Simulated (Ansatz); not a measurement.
# What GeF2 monolayer (1T) distorts into, part 2 of 3

Which phase does GeF2 monolayer (1T) fall into along its unstable mode, and how much energy does it gain?

Ansatz 0.2.0; DFT PBEsol, scalar-relativistic, plane waves, PAW.

So far, highest frequency on the path or at a solved wavevector (cm⁻¹): step 2 (response at finite wavevector) 356. Also lowest frequency on the path (cm⁻¹): step 2 -207.

## (6) Relaxation from the frozen mode

Starting from the lowest point found, all atoms and the cell are let go, so that strain and other modes of the same symmetry can join in.

Contents of input.yaml:

```yaml
crystal:
  lattice:
    - [3.5372703465, 0.0, 0.0]
    - [0.0, 6.1267319602, 0.0]
    - [0.0, 0.0, 27.6]
  atoms:
    - { symbol: Ge, position: [0.0, -0.0107633518, 0.3619829857] }
    - { symbol: Ge, position: [0.5, 0.5107633518, 0.3626546955] }
    - { symbol: F, position: [0.0, 0.4067321643, 0.3980716931] }
    - { symbol: F, position: [0.5, 0.7599345023, 0.3968712423] }
    - { symbol: F, position: [0.5, 0.0932678357, 0.326565988] }
    - { symbol: F, position: [1.0, 0.7400654977, 0.3277664388] }
  periodic: [true, true, false]
kpoints:
  mp_grid: { grid: [6, 4, 1] }
hamiltonian:
  xc: pbesol
scf:
  occupations: { method: fixed }
output:
  forces: true
  stress: true
  eigenvalues: true
  write_density: true
  write_potential: true
  elf: true
  volumetric_format: npy
relax:
  adjacent_minimum: "off"
  f_tol: 0.002
  max_steps: 120
  cell: { stress_2d_tol: 0.005 }
```

Command:

```
$ ansatz run input.yaml --threads 8 --pin off --max-ram 14336MiB --backend cpu --events-out ev --progress --plain --runs-dir out
```

Numbers of over 12 decimals in the logs are rounded to 6 here.

What it wrote:

```text
[...]
Crystal: 6 atoms, lattice volume = 598.145 Å³
Basis set: ecut = 420 eV, 11655 PW (Γ), exchange–correlation on 48×90×384 points (8 copies of the dense FFT grid, shifted against one another)
Bands: 34, of which v1, the nominal top of the filled ones, is band 28 counted from 1 (27 counted from 0)
Symmetry: 4 space group operations
[...]
k-points: 12 of 24
[...]
SCF iter   1: F=—  HF=-11709.002499 eV  |F-HF|=—  |Δ(HF+E_count)|=         —  Δρ=4.55e-3  dr2=9.47e-2  ethr=1.77e-3  ⟨swp⟩=5.3  Hψ=1704  notcnv=0  defer=48
[...]
SCF iter   9: F=-11708.985184 eV  HF=-11708.985184 eV  |F-HF|=4.15e-10  |Δ(HF+E_count)|=   3.12e-8  Δρ=2.77e-7  dr2=2.63e-10  ethr=3.96e-12  ⟨swp⟩=10.2  Hψ=2862  notcnv=0
SCF 1 converged in 9 iterations: F = -11708.985184 eV  dr2 = 2.63e-10
[...]
relax step   1: F+E_penalty+E_count = -11708.98518360 eV  Δ(F+E_penalty+E_count) = +0.000e0 eV  max|allowed force component| = 1.238e0 eV/Å  Δτ_max = 0.0000 Å  P = +2.053 N/m  Ω = 598.145 Å³  fix = [c, alpha, beta]  reactions: c +0.000 N/m; alpha +0.000 N/m/rad  (9 SCF iters, dr2 threshold 1.00e-7 eV, accepted)
Crystal: 6 atoms, lattice volume = 616.366 Å³
Basis set: ecut = 420 eV, 11991 PW (Γ), exchange–correlation on 48×90×384 points (8 copies of the dense FFT grid, shifted against one another)
[...]
iter 1 solved again at ethr=5.54e-4 eV; its pass at ethr=3.10e-3 eV (dr2=3.10e-1 eV) is discarded
[...]
SCF iter   8: F=-11709.204852 eV  HF=-11709.204852 eV  |F-HF|=2.16e-8  |Δ(HF+E_count)|=   1.27e-6  Δρ=3.43e-6  dr2=4.04e-8  ethr=1.07e-9  ⟨swp⟩=25.4  Hψ=4333  notcnv=0
the search or the solves at the SCF's close seem to have found levels that the self-consistency loop had missed (the run counts 1). By its estimate they hold under 1e-12 electrons; where the run keeps them, the occupations were computed again with them
SCF 2 converged in 8 iterations: F = -11709.204852 eV  dr2 = 4.04e-8
relax step   2: F+E_penalty+E_count = -11709.20485217 eV  Δ(F+E_penalty+E_count) = -2.197e-1 eV  max|allowed force component| = 5.319e-1 eV/Å  Δτ_max = 0.1939 Å  P = +0.087 N/m  Ω = 616.366 Å³  energy of the carried Pulay correction = -9.717e-3 eV  fix = [c, alpha, beta]  reactions: c -0.000 N/m; alpha +0.000 N/m/rad  (8 SCF iters, dr2 threshold 6.00e-7 eV, accepted)
Crystal: 6 atoms, lattice volume = 622.506 Å³
Basis set: ecut = 420 eV, 12139 PW (Γ), exchange–correlation on 48×90×384 points (8 copies of the dense FFT grid, shifted against one another)
[...]
SCF iter   9: F=-11709.281997 eV  HF=-11709.281997 eV  |F-HF|=7.53e-10  |Δ(HF+E_count)|=   2.60e-8  Δρ=3.81e-7  dr2=4.09e-10  ethr=3.60e-11  ⟨swp⟩=7.5  Hψ=2743  notcnv=0
SCF 3 converged in 9 iterations: F = -11709.281997 eV  dr2 = 4.09e-10
relax step   3: F+E_penalty+E_count = -11709.28199658 eV  Δ(F+E_penalty+E_count) = -7.714e-2 eV  max|allowed force component| = 2.965e-1 eV/Å  Δτ_max = 0.1497 Å  P = -0.719 N/m  Ω = 622.506 Å³  energy of the carried Pulay correction = -1.293e-2 eV  fix = [c, alpha, beta]  reactions: c -0.000 N/m; alpha -0.000 N/m/rad  (9 SCF iters, dr2 threshold 6.00e-7 eV, accepted)
[... from here on, the SCF cycles and remarks between the steps are left out ...]
relax step   4: F+E_penalty+E_count = -11709.36020290 eV  Δ(F+E_penalty+E_count) = -7.821e-2 eV  max|allowed force component| = 4.049e-1 eV/Å  Δτ_max = 0.1939 Å  P = -0.909 N/m  Ω = 624.124 Å³  energy of the carried Pulay correction = -1.377e-2 eV  fix = [c, alpha, beta]  reactions: c -0.000 N/m; alpha -0.000 N/m/rad  (7 SCF iters, dr2 threshold 6.00e-7 eV, accepted)
relax step   5: F+E_penalty+E_count = -11709.39868875 eV  Δ(F+E_penalty+E_count) = -3.849e-2 eV  max|allowed force component| = 4.223e-1 eV/Å  Δτ_max = 0.0995 Å  P = +0.247 N/m  Ω = 606.041 Å³  energy of the carried Pulay correction = -4.247e-3 eV  fix = [c, alpha, beta]  reactions: c +0.000 N/m; alpha +0.000 N/m/rad  (7 SCF iters, dr2 threshold 6.00e-7 eV, accepted)
relax step   6: F+E_penalty+E_count = -11709.41443117 eV  Δ(F+E_penalty+E_count) = -1.574e-2 eV  max|allowed force component| = 7.296e-2 eV/Å  Δτ_max = 0.0431 Å  P = +0.248 N/m  Ω = 602.604 Å³  energy of the carried Pulay correction = -2.406e-3 eV  fix = [c, alpha, beta]  reactions: c +0.000 N/m; alpha +0.000 N/m/rad  (7 SCF iters, dr2 threshold 6.00e-7 eV, accepted)
relax step   7: F+E_penalty+E_count = -11709.41521118 eV  Δ(F+E_penalty+E_count) = -7.800e-4 eV  max|allowed force component| = 5.854e-2 eV/Å  Δτ_max = 0.0443 Å  P = -0.098 N/m  Ω = 605.799 Å³  energy of the carried Pulay correction = -4.118e-3 eV  fix = [c, alpha, beta]  reactions: c -0.000 N/m; alpha -0.000 N/m/rad  (7 SCF iters, dr2 threshold 3.33e-7 eV, accepted)
relax step   8: F+E_penalty+E_count = -11709.41537397 eV  Δ(F+E_penalty+E_count) = -1.628e-4 eV  max|allowed force component| = 1.580e-2 eV/Å  Δτ_max = 0.0101 Å  P = -0.035 N/m  Ω = 606.058 Å³  energy of the carried Pulay correction = -4.256e-3 eV  fix = [c, alpha, beta]  reactions: c -0.000 N/m; alpha -0.000 N/m/rad  (6 SCF iters, dr2 threshold 2.14e-7 eV, accepted)
relax step   9: F+E_penalty+E_count = -11709.41562888 eV  Δ(F+E_penalty+E_count) = -2.549e-4 eV  max|allowed force component| = 1.024e-2 eV/Å  Δτ_max = 0.0130 Å  P = -0.004 N/m  Ω = 605.896 Å³  energy of the carried Pulay correction = -4.169e-3 eV  fix = [c, alpha, beta]  reactions: c -0.000 N/m; alpha -0.000 N/m/rad  (6 SCF iters, dr2 threshold 1.56e-8 eV, accepted)
relax step  10: F+E_penalty+E_count = -11709.41569524 eV  Δ(F+E_penalty+E_count) = -6.636e-5 eV  max|allowed force component| = 3.493e-3 eV/Å  Δτ_max = 0.0057 Å  P = -0.001 N/m  Ω = 605.875 Å³  energy of the carried Pulay correction = -4.158e-3 eV  fix = [c, alpha, beta]  reactions: c +0.000 N/m; alpha -0.000 N/m/rad  (7 SCF iters, dr2 threshold 6.55e-9 eV, accepted)
relax step  11: F+E_penalty+E_count = -11709.41565486 eV  Δ(F+E_penalty+E_count) = +4.038e-5 eV  max|allowed force component| = 4.271e-4 eV/Å  Δτ_max = 0.0024 Å  P = -0.001 N/m  Ω = 605.959 Å³  energy of the carried Pulay correction = -4.203e-3 eV  fix = [c, alpha, beta]  reactions: c +0.000 N/m; alpha -0.000 N/m/rad  (6 SCF iters, dr2 threshold 7.62e-10 eV, accepted)
[...]
relax step  16: F+E_penalty+E_count = -11709.42503016 eV  Δ(F+E_penalty+E_count) = +8.413e-6 eV  max|allowed force component| = 3.085e-2 eV/Å  Δτ_max = 0.0052 Å  P = +0.097 N/m  Ω = 610.462 Å³  energy of the carried Pulay correction = -2.665e-3 eV  fix = [c, alpha, beta]  (7 SCF iters, dr2 threshold 9.30e-9 eV, rejected (line search))
relax step  17: F+E_penalty+E_count = -11709.42480822 eV  Δ(F+E_penalty+E_count) = +2.304e-4 eV  max|allowed force component| = 4.779e-3 eV/Å  Δτ_max = 0.0034 Å  P = +0.010 N/m  Ω = 611.149 Å³  energy of the carried Pulay correction = -3.067e-3 eV  fix = [c, alpha, beta]  reactions: c +0.000 N/m; alpha +0.000 N/m/rad  (10 SCF iters, accepted)
relax step  18: F+E_penalty+E_count = -11709.42463018 eV  Δ(F+E_penalty+E_count) = +1.780e-4 eV  max|allowed force component| = 3.581e-3 eV/Å  Δτ_max = 0.0030 Å  P = +0.010 N/m  Ω = 611.510 Å³  energy of the carried Pulay correction = -3.290e-3 eV  fix = [c, alpha, beta]  reactions: c +0.000 N/m; alpha +0.000 N/m/rad  (7 SCF iters, dr2 threshold 1.43e-9 eV, accepted)
relax step  19: F+E_penalty+E_count = -11709.42440464 eV  Δ(F+E_penalty+E_count) = +2.255e-4 eV  max|allowed force component| = 1.755e-3 eV/Å  Δτ_max = 0.0025 Å  P = +0.000 N/m  Ω = 611.896 Å³  energy of the carried Pulay correction = -3.527e-3 eV  fix = [c, alpha, beta]  reactions: c +0.000 N/m; alpha +0.000 N/m/rad  (7 SCF iters, dr2 threshold 8.01e-10 eV, accepted)
relax step  20: F+E_penalty+E_count = -11709.42918284 eV  Δ(F+E_penalty+E_count) = -4.778e-3 eV  max|allowed force component| = 2.452e-3 eV/Å  Δτ_max = 0.0000 Å  P = +0.023 N/m  Ω = 611.896 Å³  fix = [c, alpha, beta]  reactions: c +0.000 N/m; alpha +0.000 N/m/rad  stress off target by 8.44e-2 N/m on what of the cell is left free  SCF on the basis re-selected at this cell (its energy is not comparable with the rows above)  (9 SCF iters)
relax step  21: F+E_penalty+E_count = -11709.42836664 eV  Δ(F+E_penalty+E_count) = +8.162e-4 eV  max|allowed force component| = 2.777e-2 eV/Å  Δτ_max = 0.0197 Å  P = -0.029 N/m  Ω = 614.205 Å³  energy of the carried Pulay correction = -1.337e-3 eV  fix = [c, alpha, beta]  reactions: c +0.000 N/m; alpha -0.000 N/m/rad  (8 SCF iters, dr2 threshold 1.24e-8 eV, accepted)
relax step  22: F+E_penalty+E_count = -11709.42836854 eV  Δ(F+E_penalty+E_count) = -1.899e-6 eV  max|allowed force component| = 1.587e-2 eV/Å  Δτ_max = 0.0066 Å  P = +0.013 N/m  Ω = 614.342 Å³  energy of the carried Pulay correction = -1.416e-3 eV  fix = [c, alpha, beta]  reactions: c -0.000 N/m; alpha +0.000 N/m/rad  (6 SCF iters, dr2 threshold 4.82e-8 eV, accepted)
relax step  23: F+E_penalty+E_count = -11709.42852975 eV  Δ(F+E_penalty+E_count) = -1.612e-4 eV  max|allowed force component| = 3.645e-4 eV/Å  Δτ_max = 0.0025 Å  P = +0.000 N/m  Ω = 614.132 Å³  energy of the carried Pulay correction = -1.292e-3 eV  fix = [c, alpha, beta]  reactions: c -0.000 N/m; alpha +0.000 N/m/rad  (7 SCF iters, dr2 threshold 1.57e-8 eV, accepted)
relax step  24: F+E_penalty+E_count = -11709.43016750 eV  Δ(F+E_penalty+E_count) = -1.638e-3 eV  max|allowed force component| = 3.062e-4 eV/Å  Δτ_max = 0.0000 Å  P = +0.007 N/m  Ω = 614.132 Å³  fix = [c, alpha, beta]  reactions: c -0.000 N/m; alpha +0.000 N/m/rad  stress off target by 3.17e-2 N/m on what of the cell is left free  SCF on the basis re-selected at this cell (its energy is not comparable with the rows above)  (9 SCF iters)
relax step  25: F+E_penalty+E_count = -11709.42978482 eV  Δ(F+E_penalty+E_count) = +3.827e-4 eV  max|allowed force component| = 1.132e-3 eV/Å  Δτ_max = 0.0073 Å  P = +0.002 N/m  Ω = 614.990 Å³  energy of the carried Pulay correction = -4.820e-4 eV  fix = [c, alpha, beta]  reactions: c +0.000 N/m; alpha +0.000 N/m/rad  (7 SCF iters, dr2 threshold 1.75e-9 eV, accepted)
relax step  26: F+E_penalty+E_count = -11709.43028117 eV  Δ(F+E_penalty+E_count) = -4.963e-4 eV  max|allowed force component| = 1.211e-3 eV/Å  Δτ_max = 0.0000 Å  P = +0.004 N/m  Ω = 614.990 Å³  fix = [c, alpha, beta]  reactions: c -0.000 N/m; alpha +0.000 N/m/rad  stress off target by 1.35e-2 N/m on what of the cell is left free  SCF on the basis re-selected at this cell (its energy is not comparable with the rows above)  (9 SCF iters)
relax step  27: F+E_penalty+E_count = -11709.43010774 eV  Δ(F+E_penalty+E_count) = +1.734e-4 eV  max|allowed force component| = 1.680e-3 eV/Å  Δτ_max = 0.0024 Å  P = -0.002 N/m  Ω = 615.327 Å³  energy of the carried Pulay correction = -1.873e-4 eV  fix = [c, alpha, beta]  reactions: c -0.000 N/m; alpha -0.000 N/m/rad  (7 SCF iters, dr2 threshold 3.19e-10 eV, accepted)
[...]
SCF iter   9: F=-11709.430312 eV  HF=-11709.430312 eV  |F-HF|=6.00e-11  |Δ(HF+E_count)|=  3.35e-10  Δρ=8.60e-9  dr2=3.67e-13  ethr=1.00e-12  ⟨swp⟩=18.5  Hψ=2887  notcnv=0
SCF 28 converged in 9 iterations: F = -11709.430312 eV  dr2 = 3.67e-13
relax step  28: F+E_penalty+E_count = -11709.43031197 eV  Δ(F+E_penalty+E_count) = -2.042e-4 eV  max|allowed force component| = 1.680e-3 eV/Å  Δτ_max = 0.0000 Å  P = -0.001 N/m  Ω = 615.327 Å³  fix = [c, alpha, beta]  reactions: c +0.000 N/m; alpha +0.000 N/m/rad  stress off target by 3.73e-3 N/m on what of the cell is left free  SCF on the basis re-selected at this cell (its energy is not comparable with the rows above)  (9 SCF iters)
[...]
WARN: The output density's exchange-correlation potential varies sharply where the density is thin. Do not read a vacuum level from v_tot or v_xc, or from such a field of the output density. On a cell that repeats whose density bears no net charge and no dipole along the vacuum's axis use v_es (v_loc + v_h of the components); under efield.dipole_correction with no amplitude use v_es + v_field, which holds any externa [...]
SCF converged after 9 iterations
Free energy (F): -11709.430312 eV
[...]
Internal energy: -11709.430312 eV  (E = F + TS)
E sigma→0 (E₀):  -11709.430312 eV
Fermi energy:    -7.134422 eV
[...]
--- Forces (eV/Å), atoms counted from 1 ---
  atom   1  Ge     0.00000000    -0.00168006    -0.00103931
  atom   2  Ge     0.00000000     0.00168006     0.00103931
  atom   3  F      0.00000000     0.00004979    -0.00036130
  atom   4  F      0.00000000    -0.00058394    -0.00010246
  atom   5  F      0.00000000    -0.00004979     0.00036130
  atom   6  F      0.00000000     0.00058394     0.00010246
  max |Σ_I F_I| component: 2.71e-20 eV/Å
--- 2D stress c σ (N/m, compression-positive) ---
       -0.003731      -0.000000      -0.000000
       -0.000000       0.001384      -0.000000
       -0.000000      -0.000000       0.000000
  P = ½ c Tr σ = -0.0012 N/m
--- Band table (eV; the first three rows and the last of 12) ---
  k-point 0: bands = [... 24 lower, -9.5352, -9.1512, -8.5922, -7.2049, -2.7332, -2.3280, -0.9985 (-0.9985°), -0.8660 (-0.8661°), ... 2 higher]
  k-point 1: bands = [... 24 lower, -9.5434, -9.3035, -8.2993, -7.3232, -2.9792, -2.1307, -1.4126 (-1.4126°), -0.7510 (-0.7510°), ... 2 higher]
  k-point 2: bands = [... 24 lower, -9.5532, -9.4971, -7.9312, -7.5568, -3.1519, -2.0336, -1.6269, -0.7205 (-0.7205°), ... 2 higher]
  k-point 11: bands = [... 24 lower, -9.4924, -9.4924, -7.3109, -7.3109, -2.0258, -2.0258, -0.5052, -0.5052, ... 2 higher]
  ° read free of the cell's end (the report's vacuum.weakly_bound_levels)
--- Relaxed structure (23 steps of the walk, 21 accepted, 5 SCFs on fresh bases) ---
  F+E_penalty+E_count = -11709.43031197 eV   max|allowed force component| = 1.680e-3 eV/Å   (the final SCF, on the basis selected at the relaxed cell)
  cell:  # Å, volume = 615.3267 Å³
    - [3.409968, 0, 0]
    - [0, 6.538022, 0]
    - [0, 0, 27.6]
  atoms:
    - { symbol: Ge, position: [0, -0.023957, 0.379537] }
    - { symbol: Ge, position: [0.5, 0.523957, 0.345101] }
    - { symbol: F, position: [0, 0.406217, 0.377255] }
    - { symbol: F, position: [0.5, 0.705514, 0.397334] }
    - { symbol: F, position: [0.5, 0.093783, 0.347383] }
    - { symbol: F, position: [1.0, 0.794486, 0.327304] }
```

Wall time 52 s (8 threads of Intel Xeon 6975P-C (Granite Rapids), shared host); peak memory 1.5 GiB; 6 min of CPU time.

Relaxation path (22 of 28):

```csv
step,energy less that of the first step (eV),largest force component (eV/Å),volume (Å³)
1,0.0000,1.2377,598.14
2,-0.2197,0.5319,616.37
4,-0.3750,0.4049,624.12
5,-0.4135,0.4223,606.04
6,-0.4292,0.0730,602.60
7,-0.4300,0.0585,605.80
9,-0.4304,0.0102,605.90
10,-0.4305,0.0035,605.87
11,-0.4305,0.0004,605.96
13,-0.4412,0.0195,605.87
14,-0.4192,0.3598,620.16
15,-0.4399,0.0122,610.62
16,-0.4398,0.0309,610.46
18,-0.4394,0.0036,611.51
19,-0.4392,0.0018,611.90
20*,-0.4440,0.0025,611.90
22,-0.4432,0.0159,614.34
23,-0.4433,0.0004,614.13
24*,-0.4450,0.0003,614.13
25,-0.4446,0.0011,614.99
27,-0.4449,0.0017,615.33
28*,-0.4451,0.0017,615.33
```

Relaxation steps marked * repeat the geometry before them on a plane-wave basis chosen anew for their cell, so energy and pressure can jump there. Other such steps can lie between the rows shown. Relaxation steps 14, 16 were tried and not accepted.

Forces are held to the 4 operations that the run works with; a distortion that breaks them can't arise in this run.

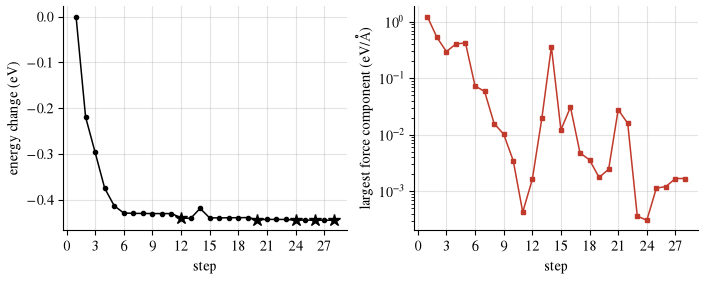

Energy and largest force along the relaxation. Stars mark steps on a basis chosen anew.

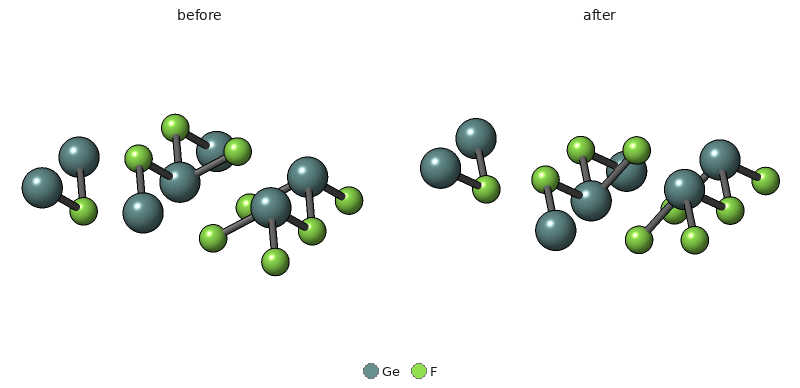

The structure before and after the relaxation, drawn at the same scale.

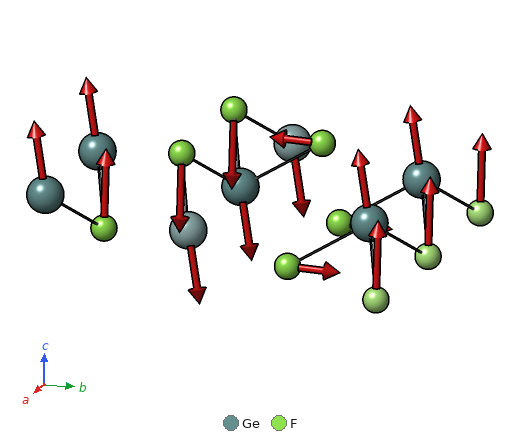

Displacements in the relaxation, exaggerated, measured against the changing cell; the longest in the cell stands for 0.57 Å. Some periodic images of atoms are drawn too.

```csv
cell as run,before,after,change
a (Å),3.537,3.410,-3.6 %
b (Å),6.127,6.538,+6.7 %
```

The atoms that moved most (Å, along periodic axes as changes of fractional coordinates times the final cell, across vacuum about the mean position):

```csv
atom,dx,dy,dz,length
F5,0.000,0.003,0.575,0.575
F3,0.000,-0.003,-0.575,0.575
Ge2,0.000,0.086,-0.484,0.492
Ge1,0.000,-0.086,0.484,0.492
F6,0.000,0.356,-0.013,0.356
F4,0.000,-0.356,0.013,0.356
```

Numbers from this step:

| Item | Value |
| --- | --- |
| gap on the k-mesh | 3.983 eV |
| area per atom | 3.716 Å² |

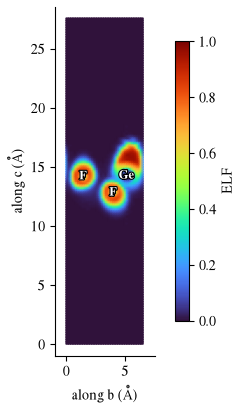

ELF in the bc plane at fractional x = 0.000, with atoms of Ge and F within 0.2 Å of it. It is the smooth field of the valence electrons, not physical close to the nuclei. The map starts off the cell's origin, so that atoms lie inside it.

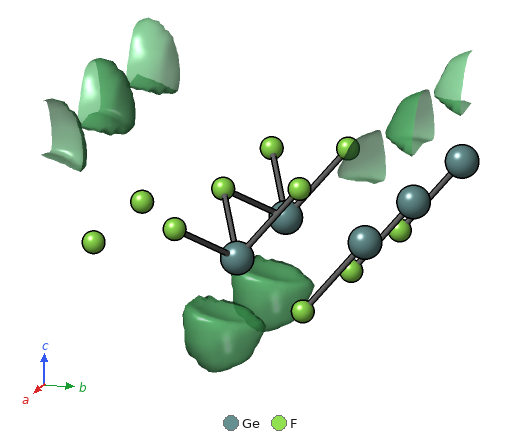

Surface of ELF = 0.85. 2×1×1 cells are drawn. Bonds to atoms that aren't drawn are left out.

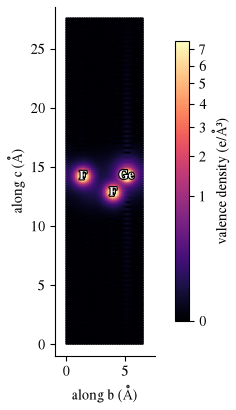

Valence density in the bc plane at fractional x = 0.000, with atoms of Ge and F within 0.2 Å of it. It is the smooth field of the valence electrons, not physical close to the nuclei. The map starts off the cell's origin, so that atoms lie inside it. The colour scale is stretched toward low values.

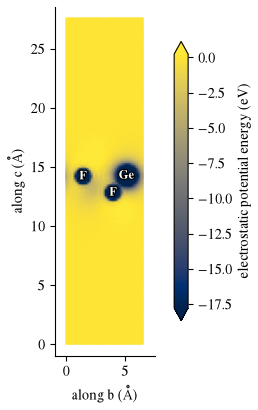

Electrostatic potential energy in the bc plane at fractional x = 0.000, with atoms of Ge and F within 0.2 Å of it. With pseudopotentials it is smooth inside the atoms' cores, unlike the true potential. The map starts off the cell's origin, so that atoms lie inside it.

The distorted start has space group P2_1/m; the relaxation ends in P2_1/m.

## (7) The new phase in its own primitive cell

The relaxed structure is symmetrised, reduced to its primitive cell and relaxed tightly, as its phonons need.

Contents of input.yaml:

```yaml
crystal:
  lattice:
    - [3.4099681106, 0.0, 0.0]
    - [0.0, 6.53802201, 0.0]
    - [0.0, 0.0, 27.6]
  atoms:
    - { symbol: Ge, position: [0.0, -0.0239565504, 0.379536927] }
    - { symbol: Ge, position: [0.5, 0.5239565504, 0.3451007541] }
    - { symbol: F, position: [0.0, 0.406216879, 0.3772551216] }
    - { symbol: F, position: [0.5, 0.7055142612, 0.3973337769] }
    - { symbol: F, position: [0.5, 0.093783121, 0.3473825596] }
    - { symbol: F, position: [1.0, 0.7944857388, 0.3273039043] }
  periodic: [true, true, false]
kpoints:
  mp_grid: { grid: [8, 4, 1] }
hamiltonian:
  xc: pbesol
scf:
  occupations: { method: fixed }
output:
  forces: true
  stress: true
  eigenvalues: true
relax:
  adjacent_minimum: "off"
  f_tol: 0.001
  max_steps: 60
  cell: { stress_2d_tol: 0.002 }
```

What it wrote:

```text
[...]
Crystal: 6 atoms, lattice volume = 615.327 Å³
Basis set: ecut = 420 eV, 12055 PW (Γ), exchange–correlation on 48×90×384 points (8 copies of the dense FFT grid, shifted against one another)
Bands: 34, of which v1, the nominal top of the filled ones, is band 28 counted from 1 (27 counted from 0)
Symmetry: 4 space group operations
[...]
k-points: 15 of 32
[...]
cell:  # Å, volume = 615.4275 Å³
    - [3.409484, 0.0, 0.0]
    - [0.0, 6.540022, 0]
    - [0.0, 0, 27.6]
  atoms:
    - { symbol: Ge, position: [0.0, -0.024029, 0.379542] }
    - { symbol: Ge, position: [0.500000, 0.524029, 0.345096] }
    - { symbol: F, position: [0.0, 0.406266, 0.377241] }
    - { symbol: F, position: [0.500000, 0.705480, 0.397334] }
    - { symbol: F, position: [0.500000, 0.093734, 0.347397] }
    - { symbol: F, position: [1.000000, 0.794520, 0.327303] }
[key lines of the parts left out:]
SCF converged after 7 iterations
Free energy (F): -11709.430073 eV
Fermi energy:    -7.136997 eV
P = ½ c Tr σ = -0.0000 N/m
```

Wall time 14 s (8 threads); peak memory 1.6 GiB; 1.7 min of CPU time.

Little changed from the start: no atom moved by 0.005 Å and no cell edge by 0.1 %.

This step gave:

```yaml
gap_on_the_k_mesh: 3.985 eV
direct_gap_on_mesh: 4.344 eV
```

The largest force component left is 0.35 meV/Å, within the tolerances set.

(Continued in part 3 of 3.)

[Logs are printed without paths, hosts, clocks, repeated set-up lines and the standing remarks that a program may print on its own settings, such as how far it seeks lower states.]

[Hosts, paths, dates, database ids (printed as entryN), source tags and the programs' standing remarks are cut or masked in the printed files.]
